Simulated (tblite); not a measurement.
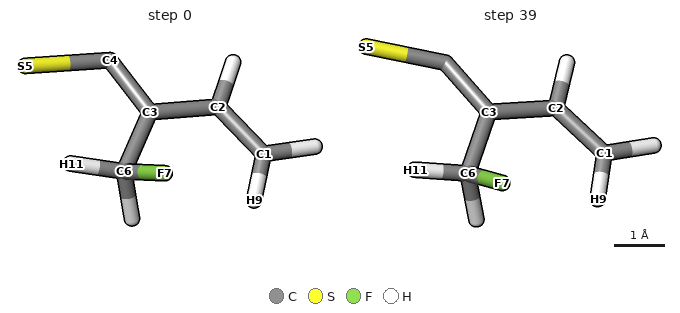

The structure of C5H5FS (charge −1, multiplicity 2) before (left) and after (right) a relaxation, at one scale.

Style: stick. Shown at a tilt.

Method: tblite, GFN2-xTB geometry optimisation, gas phase. 

What changed between the two?

Answer. The S atom moves most after the best rigid fit: 0.47 Å. Largest moves by element: S 0.47 Å, F 0.24 Å, H 0.15 Å, C 0.12 Å. Some distances before and after: C–S 1.792 → 1.637 Å, C–H 1.118 → 1.094 Å, C–H 1.096 → 1.080 Å, C–C 1.451 → 1.436 Å. Among the angles between lasting bonds that change: C–C–S 116.7° → 137.9°, C–C–F 102.9° → 113.8°, C–C–H 119.0° → 114.2°. After 39 geometry steps the energy has fallen by 67.7 kJ/mol. Cost: 0.16 s on 1 thread of Arm Neoverse V2, on a shared host.
